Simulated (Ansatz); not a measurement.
# Identify the compound from its spectrum

Method: Ansatz, r2SCAN, independent particles, without spin-orbit coupling, line width 0.1 eV (Gaussian); metals get a typed carrier damping. The response is along the first axis of the cell.

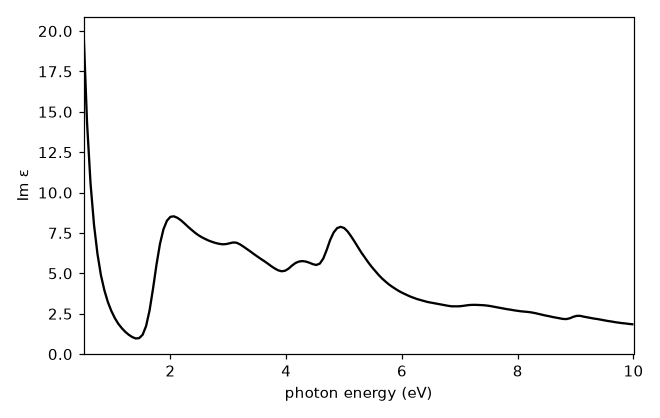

Q: Which of these systems gave the spectrum?
A. Zr (P6_3/mmc)
B. Mg (P6_3/mmc)
C. Cu (Fm-3m)

A: C. Cu (Fm-3m): a metal, with a Drude term, main peak of the conductivity above 1 eV at 4.98 eV. The others: Zr (P6_3/mmc), a metal, with a Drude term, main peak of the conductivity above 1 eV at 2.24 eV; Mg (P6_3/mmc), a metal, with a Drude term.
